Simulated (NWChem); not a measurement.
# CH3ClGa (SMILES [CH3][Ga][Cl]): levels of theory compared

Wanted: a comparison of 3 runs (UHF/3-21G, UB3LYP/6-31G*) of CH3ClGa. 

The calculation is run with NWChem 7.3.0.

1 further run of the same task is left out (it didn't finish).

### Step 1. Starting point

CH3ClGa: 6 atoms, total charge 0, spin state doublet. SMILES: `[CH3][Ga][Cl]`. Geometry: relaxed at PBE0-D4/def2-TZVP.

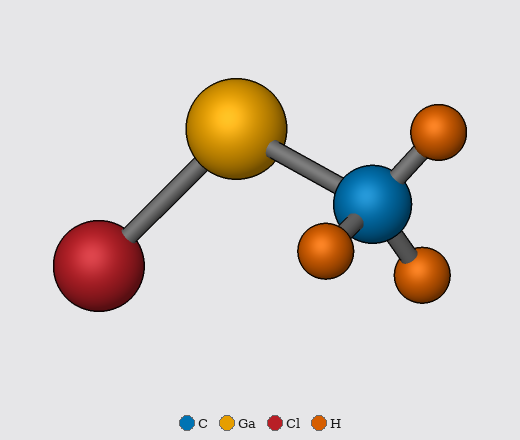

Viewed from a chosen angle; carbon blue, gallium amber, chlorine red, hydrogen orange.

### Step 2. Energy and gradient at UHF/3-21G (run 1)

Contents of run.py:

```python
from ase import Atoms
from ase.calculators.nwchem import NWChem

atoms = Atoms('CGaClHHH', positions=[
    [-0.431500, 0.474800, -0.328300],
    [0.371800, -0.376700, 1.294500],
    [1.780700, -1.989900, 0.868900],
    [-0.944300, -0.310800, -0.887300],
    [0.391000, 0.868200, -0.929500],
    [-1.125500, 1.270500, -0.064400],
])

calc = NWChem(
    label='ch3clga',
    theory='scf',
    memory='2200 mb',
    basis='3-21G',
    basispar='spherical bse',
    scf={'nopen': '1', 'uhf': None, 'thresh': '1e-08', 'maxiter': '80'},
)
atoms.calc = calc

forces = atoms.get_forces()
e = atoms.get_potential_energy()
print(f"E = {e:.6f} eV")
print("forces (eV/A):")
for s, f in zip(atoms.symbols, forces):
    print(f"{s:2s} {f[0]:10.5f} {f[1]:10.5f} {f[2]:10.5f}")
```

Launch:

```console
$ export ASE_NWCHEM_COMMAND="nwchem PREFIX.nwi > PREFIX.nwo"
$ python run.py
```

The program printed:

```text
E = -65595.345699 eV
forces (eV/A):
C     0.23654   -0.25120    0.38222
Ga   -0.98221    1.11689    0.09081
Cl    0.83972   -0.96206   -0.26853
H     0.06875    0.31691   -0.01764
H    -0.32391   -0.03039   -0.00483
H     0.16116   -0.19016   -0.18198
```

The calculator wrote ch3clga.nwi:

```
title "ch3clga"

permanent_dir ch3clga

scratch_dir ch3clga

start ch3clga

geometry units angstrom nocenter noautosym noautoz
  C  -4.3149999999999999e-01 4.7480000000000000e-01 -3.2829999999999998e-01
  Ga 3.7180000000000002e-01 -3.7669999999999998e-01 1.2945000000000000e+00
  Cl 1.7806999999999999e+00 -1.9899000000000000e+00 8.6890000000000001e-01
  H  -9.4430000000000003e-01 -3.1080000000000002e-01 -8.8729999999999998e-01
  H  3.9100000000000001e-01 8.6819999999999997e-01 -9.2949999999999999e-01
  H  -1.1254999999999999e+00 1.2705000000000000e+00 -6.4399999999999999e-02
end

memory 2200 mb

basis spherical bse noprint
   * library 3-21G
end

scf
  nopen 1
  uhf
  thresh 1e-08
  maxiter 80
end

task scf gradient
```

ch3clga.nwo:

```text
Northwest Computational Chemistry Package (NWChem) 7.3.0
             --------------------------------------------------------

           Job information
           ---------------

    nwchem branch   = 7.3.0
    use scalapack   = T
    input           = ch3clga.nwi
    prefix          = ch3clga.
    data base       = ch3clga/ch3clga.db
    status          = startup
    nproc           =        1

           Memory information
           ------------------

    heap     =     72089598 doubles =      550.0 Mbytes
    stack    =     72089595 doubles =      550.0 Mbytes
    global   =    144179200 doubles =     1100.0 Mbytes (distinct from heap & stack)
    total    =    288358393 doubles =     2200.0 Mbytes
    verify   = yes
    hardfail = no

[... 39 lines left out ...]
            Nuclear Dipole moment (a.u.)
[... 83 lines left out ...]
 1-e energy   =   -3814.916690
[... 7 lines left out ...]
         Quadratically convergent UHF
[... 14 lines left out ...]
       Final UHF  results
[... 3 lines left out ...]
      One electron energy =  -3814.706838367911
[... 1 line left out ...]
 Nuclear repulsion energy =    227.948978815812
[... 51 lines left out ...]
          Final beta eigenvalues
[... 244 lines left out ...]
                     UHF Final Beta Molecular Orbital Analysis
[... 287 lines left out ...]
                 ----------------------------------------
                 |  Time  |  1-e(secs)   |  2-e(secs)   |
                 ----------------------------------------
                 |  CPU   |       0.00   |       1.14   |
                 ----------------------------------------
                 |  WALL  |       0.00   |       1.14   |
                 ----------------------------------------

 Task  times  cpu:        4.4s     wall:        4.4s
 Total times  cpu:        4.4s     wall:        4.4s
```

Run time: 5.4 s. Hardware: 1 thread of INTEL XEON PLATINUM 8581C at 2.30GHz (Emerald Rapids), shared host; peak memory 0.098 GiB.

### Step 3. Energy and forces at UB3LYP/6-31G(d) (Cartesian functions) (run 2)

Contents of ch3clga.xyz:

```xyz
6

C     -0.431500     0.474800    -0.328300
Ga     0.371800    -0.376700     1.294500
Cl     1.780700    -1.989900     0.868900
H     -0.944300    -0.310800    -0.887300
H      0.391000     0.868200    -0.929500
H     -1.125500     1.270500    -0.064400
```

Contents of ch3clga.nw:

```
start ch3clga
memory stack 880 mb heap 220 mb global 1100 mb

geometry noautosym nocenter noautoz
   load format xyz ch3clga.xyz
end

basis
   * library 6-31G*
end

dft
   xc b3lyp
   mult 2
   grid xfine
   convergence energy 1e-08
   iterations 100
   mulliken
   print low
end

task dft gradient
```

Launch:

```console
$ nwchem ch3clga.nw > ch3clga.out
```

The program printed:

```text
[...]
 d= 0,ls=0.0,diis     1  -2424.7157114449 -2.65D+03  1.03D-02  2.36D-01     3.3
[...]
 d= 0,ls=0.0,diis    11  -2424.7679387389 -4.78D-09  4.24D-07  4.68D-10    32.4
[...]
         Total DFT energy =    -2424.767938738894
      One electron energy =    -3826.138004612280
           Coulomb energy =     1283.300864257651
    Exchange-Corr. energy =     -109.879777200078
 Nuclear repulsion energy =      227.948978815813
[...]
      Total Density - Mulliken Population Analysis
     ---------------------------------------------
    Atom       Charge   Shell Charges
 -----------   ------   -------------------------------------------------------
    1 C    6     6.59   1.99  0.68  2.09  0.66  1.14  0.02
    2 Ga  31    30.77   2.00  1.99  6.00  1.95  5.99  1.43  1.09  0.16  0.07  6.86  2.97  0.26
    3 Cl  17    17.21   2.00  1.99  5.97  1.46  3.61  0.53  1.69 -0.04
    4 H    1     0.81   0.52  0.29
    5 H    1     0.81   0.52  0.29
    6 H    1     0.81   0.52  0.29
[...]
      <S2> =      0.7533 (Exact =     0.7500)
                         DFT ENERGY GRADIENTS
    atom               coordinates                        gradient
                 x          y          z           x          y          z
   1 C      -0.815417   0.897242  -0.620397    0.001784  -0.001900   0.004865
   2 Ga      0.702600  -0.711860   2.446250    0.003794  -0.004580  -0.007643
   3 Cl      3.365035  -3.760366   1.641983   -0.006428   0.007360   0.001926
   4 H      -1.784468  -0.587327  -1.676754    0.001148   0.001412   0.000822
   5 H       0.738883   1.640660  -1.756500   -0.001499  -0.000917   0.000896
   6 H      -2.126887   2.400897  -0.121698    0.001201  -0.001374  -0.000866
 Task  times  cpu:       42.0s     wall:       42.0s
 Total times  cpu:       42.1s     wall:       42.1s
```

It took 43 s on 1 thread of INTEL XEON PLATINUM 8581C at 2.30GHz (Emerald Rapids), shared host; peak memory 0.14 GiB.

### Step 4. Energy and forces at UB3LYP/6-31G(d) (spherical functions) (run 3)

Contents of test.nw:

```
start test
title "CH3ClGa B3LYP"
memory stack 880 mb heap 220 mb global 1100 mb
charge 0

geometry units angstrom noautosym nocenter noautoz
   C     -0.431500     0.474800    -0.328300
   Ga     0.371800    -0.376700     1.294500
   Cl     1.780700    -1.989900     0.868900
   H     -0.944300    -0.310800    -0.887300
   H      0.391000     0.868200    -0.929500
   H     -1.125500     1.270500    -0.064400
end

basis spherical bse
   C library 6-31G*
   Ga library 6-31G*
   Cl library 6-31G*
   H library 6-31G*
end

dft
   xc b3lyp
   mult 2
   grid xfine
   convergence energy 1e-08
   maxiter 100
   mulliken
end

task dft gradient
```

Launch:

```console
$ nwchem test.nw > test.out
```

The program printed:

```text
[...]
          Wavefunction type:  spin polarized.
          No. of atoms     :     6
          No. of electrons :    57
[...]
          Charge           :     0
          Spin multiplicity:     2
[...]
          AO basis - number of functions:    70
[...]
              XC Information
              --------------
                         B3LYP Method XC Potential
                     Hartree-Fock (Exact) Exchange  0.200
                        Slater Exchange Functional  0.800 local
                    Becke 1988 Exchange Functional  0.720 non-local
              Lee-Yang-Parr Correlation Functional  0.810
                  VWN I RPA Correlation Functional  0.190 local
[...]
 d= 0,ls=0.0,diis     1  -2424.7108656494 -2.65D+03  1.02D-02  7.53D-02     3.3
[...]
 d= 0,ls=0.0,diis    11  -2424.7593793189 -1.33D-09  3.01D-07  5.19D-10    30.3
[...]
         Total DFT energy =    -2424.759379318896
      One electron energy =    -3826.123477918352
           Coulomb energy =     1283.328529635894
    Exchange-Corr. energy =     -109.913409852251
 Nuclear repulsion energy =      227.948978815812
[...]
      Total Density - Mulliken Population Analysis
     ---------------------------------------------
    Atom       Charge   Shell Charges
 -----------   ------   -------------------------------------------------------
    1 C    6     6.54   2.00  0.68  2.09  0.64  1.11  0.02
    2 Ga  31    30.84   2.00  2.00  6.00  2.00  5.99  1.42  1.10  0.13  0.07  6.81  2.94  0.38
    3 Cl  17    17.19   2.00  2.00  5.97  1.41  3.61  0.52  1.68  0.01
    4 H    1     0.81   0.52  0.29
    5 H    1     0.81   0.52  0.29
    6 H    1     0.82   0.52  0.29
[...]
      <S2> =      0.7534 (Exact =     0.7500)
[...]
  wavefunction    = open shell
                         DFT ENERGY GRADIENTS
    atom               coordinates                        gradient
                 x          y          z           x          y          z
   1 C      -0.815417   0.897242  -0.620397    0.002013  -0.002142   0.005366
   2 Ga      0.702600  -0.711860   2.446250    0.003758  -0.004549  -0.007903
   3 Cl      3.365035  -3.760366   1.641983   -0.006440   0.007376   0.002002
   4 H      -1.784468  -0.587327  -1.676754    0.001101   0.001544   0.000732
   5 H       0.738883   1.640660  -1.756500   -0.001628  -0.000857   0.000808
   6 H      -2.126887   2.400897  -0.121698    0.001196  -0.001373  -0.001004
[...]
```

Wall time 41 s (1 thread of INTEL XEON PLATINUM 8581C at 2.30GHz (Emerald Rapids), shared host); peak memory 0.13 GiB.

### Step 5. All runs side by side

| run | level | Cartesian functions | iteration cap | energy (Eh) | dipole moment (D) | HOMO energy (eV) | LUMO energy (eV) | wall time |
| --- | --- | --- | --- | --- | --- | --- | --- | --- |
| 1 | UHF/3-21G | no | 80 | -2410.584512 | 3.82 | -8.48 | 0.43 | 5.4 s |
| 2 | UB3LYP/6-31G* (Cartesian functions) | yes | 100 | -2424.767939 | – | – | – | 43 s |
| 3 | UB3LYP/6-31G* (spherical functions) | no | 100 | -2424.759379 | 2.82 | -5.68 | -3.24 | 41 s |

### Step 6. Outcome

| quantity | value |
| --- | --- |
| run 3: total energy | -2424.75938 Eh |
| run 3: dipole moment | 2.82 D |
| run 3: HOMO energy (highest over α and β) | -5.68 eV |
| run 3: LUMO energy (lowest over α and β) | -3.24 eV |
| run 3: ⟨S²⟩ | 0.753 |
| run 3: largest force on an atom | 0.514 eV/Å |

All runs together took 89 s, the longest 43 s.
